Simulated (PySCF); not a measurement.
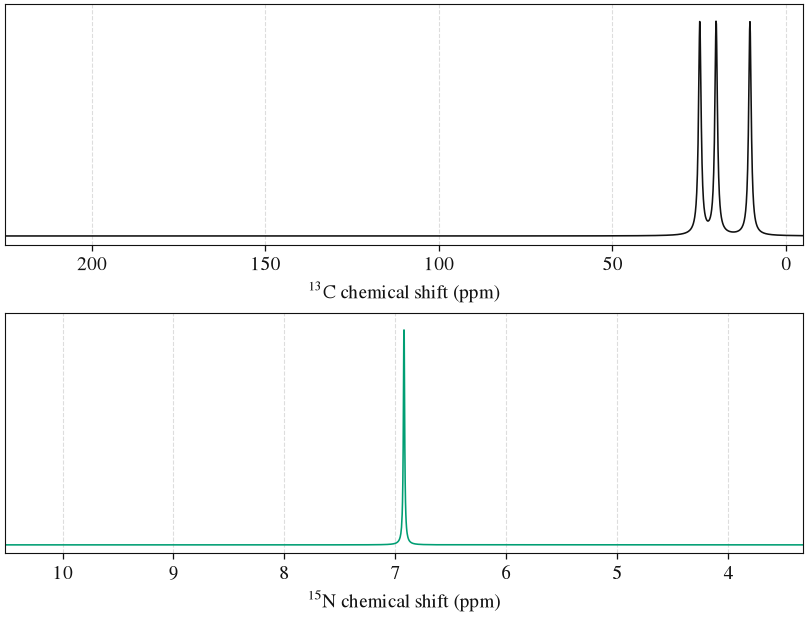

GIAO shifts, ωB97X-D/pcSseg-1 in PySCF, at a PBE0-D3(BJ)/def2-SVP geometry (no frequency check), against TMS for ¹³C and NH₃ for ¹⁵N computed at the same level (¹⁵N: a single molecule, while the usual scales start at liquid NH₃ or nitromethane; multiply bonded nitrogen can come out tens of ppm too deshielded). Gas phase, fully decoupled, line heights follow the number of nuclei, widths are arbitrary (no quadrupolar broadening); values of one conformer, averaged over nuclei that symmetry, rotation about single bonds or inversion at nitrogen exchange, these motions taken as fast; other conformers aren't averaged in.

Question: Which structure fits the spectrum?
A. C₂H₉NSi₃, SMILES C#C[SiH2]N([SiH3])[SiH3]
B. C₃H₁₁NSi₂, SMILES N[Si@H]1CCC[SiH2]1
C. C₂H₁₂N₂Si₂, SMILES C[Si](N)(N)C[SiH3]
D. C₂H₁₁Ge₂N, SMILES C[CH2][GeH2][NH][GeH3], singlet

Answer: Option B. Its ¹³C signals: 24.8 (1 C), 20.1 (1 C), 10.3 (1 C) ppm. Its ¹⁵N signals: 6.9 (1 N) ppm.
